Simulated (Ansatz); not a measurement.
**MP2/def2-TZVPP run of SiH3F (SMILES F[SiH3])**

What is the electronic atomisation energy of SiH3F at MP2/def2-TZVPP? 

The calculation is run with Ansatz 0.2.0.

52 further runs of the same task are left out: 1 that didn't finish, 51 set aside as unsound or not needed.

### 1 Starting point

SiH3F has 5 atoms, charge 0, and is taken as a singlet. SMILES: `F[SiH3]`. The coordinates come from a PBE0-D4/def2-TZVP relaxation.

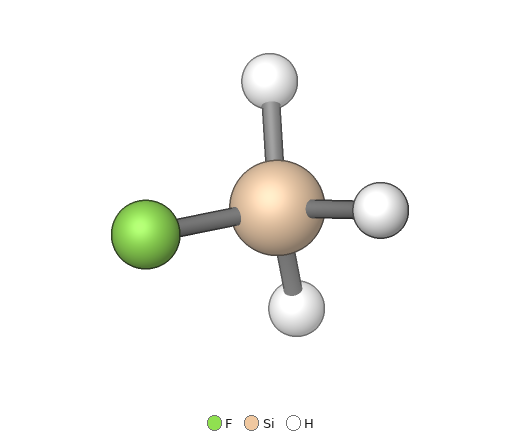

Viewed from a chosen angle; fluorine green, silicon light orange, hydrogen white.

### 2 The energy at MP2/def2-TZVPP

File input.yaml:

```yaml
crystal:
  periodic: [false, false, false]
  atoms:
    - {symbol: F, position_ang: [-1.274600, 0.162800, 0.858000]}
    - {symbol: Si, position_ang: [0.043300, -0.019300, -0.030700]}
    - {symbol: H, position_ang: [-0.367800, -0.192600, -1.443700]}
    - {symbol: H, position_ang: [0.768600, -1.217900, 0.451600]}
    - {symbol: H, position_ang: [0.880500, 1.193400, 0.123400]}
basis:
  gaussian:
    orbitals: def2-TZVPP
correlation:
  method: mp2
  frozen_orbitals: {F: 1, H: 0, Si: 5}
accuracy: high
```

Command:

```console
$ ansatz run input.yaml --threads 1 --pin off --max-ram 3480MiB --events-out events.jsonl --progress --plain --runs-dir runs
```

The program printed:

```text
Warning: RAYON_NUM_THREADS=1 ignored (pool sized by the plan → 1); use --threads N
Functional definition: HF
  name "HF"
  exchange = exact_x
  correlation = 0
1908 factors; integrals over basis functions are off by at most 3.3e-9 eV
mean field evaluation 1: about -10617.3429 eV, gradient 2.6e1 eV
mean field evaluation 2: about -10617.3453 eV, gradient 2.6e1 eV
mean field evaluation 4: about -10618.7400 eV, gradient 1.9e0 eV
mean field evaluation 8: about -10618.7567 eV, gradient 2.4e-4 eV
mean field -10618.75673387 eV, -390.2321123181 hartree, gradient 1.3e-8 eV, S^2 0.000000; 0 other end points of the search recorded, 0 dependent functions left out
6 core orbitals not correlated: weight in the atoms' cores, before any rotation towards them, 1.000 or more for the frozen orbitals, at most 0.000 for the correlated occupied ones
reference -10618.75673387 eV, -390.2321123181 hartree; 7, 7 occupied and 102, 102 virtual orbitals, 1908 factors
second order -10.41008849 eV of doubles, -0.00000000 eV of singles
Total energy: -10629.16682236 eV, -390.6146760138 hartree
```

Run time: 2.3 s. Hardware: 1 thread of Intel Xeon 6975P-C (Granite Rapids), shared host; peak memory 0.28 GiB.

### 3 The F atom

File in.yaml:

```yaml
crystal:
  periodic: [false, false, false]
  atoms:
    - {symbol: F, position_ang: [0.000000, 0.000000, 0.000000]}
basis:
  gaussian:
    orbitals: def2-TZVPP
magnetization:
  spin_polarized: true
  initial_magnetization: 1
correlation:
  method: mp2
  frozen_orbitals: {F: 1}
accuracy: high
```

Run the same way, it converges to -99.60959 Eh (log not shown).

### 4 The H atom: a single-point energy at UHF/def2-TZVPP

File in.yaml:

```yaml
basis:
  gaussian:
    orbitals: def2-TZVPP
crystal:
  periodic: [false, false, false]
  atoms:
    - symbol: H
      position_ang: [0.000000, 0.000000, 0.000000]
accuracy: high
magnetization:
  spin_polarized: true
  initial_magnetization: 1
hamiltonian:
  xc: hf
```

Run the same way, it converges to -0.49981 Eh (log not shown).

### 5 The Si atom, same level

File input.yaml:

```yaml
crystal:
  periodic: [false, false, false]
  atoms:
    - {symbol: Si, position_ang: [0.000000, 0.000000, 0.000000]}
basis:
  gaussian:
    orbitals: def2-TZVPP
magnetization:
  spin_polarized: true
  initial_magnetization: 2
correlation:
  method: mp2
  frozen_orbitals: {Si: 5}
accuracy: high
```

Run the same way, it converges to -288.90688 Eh (log not shown).

### 6 Summary of results

Level: MP2/def2-TZVPP, 6 core orbitals frozen.

```
                                             quantity          value
                               molecule: total energy  -390.61468 Eh
molecule: correlation energy (6 core orbitals frozen)     -382.6 mEh
                                 F atom: total energy   -99.60959 Eh
   F atom: correlation energy (1 core orbital frozen)     -197.8 mEh
            F atom: ⟨S²⟩ of the reference determinant          0.754
                                 H atom: total energy    -0.49981 Eh
                                         H atom: ⟨S²⟩          0.750
                                Si atom: total energy  -288.90688 Eh
 Si atom: correlation energy (5 core orbitals frozen)      -56.0 mEh
           Si atom: ⟨S²⟩ of the reference determinant          2.015
                        electronic atomisation energy      16.294 eV
```

In words: Taking the molecule apart into free atoms costs 16.29 eV (1572 kJ/mol), before zero-point energy and without spin-orbit coupling.
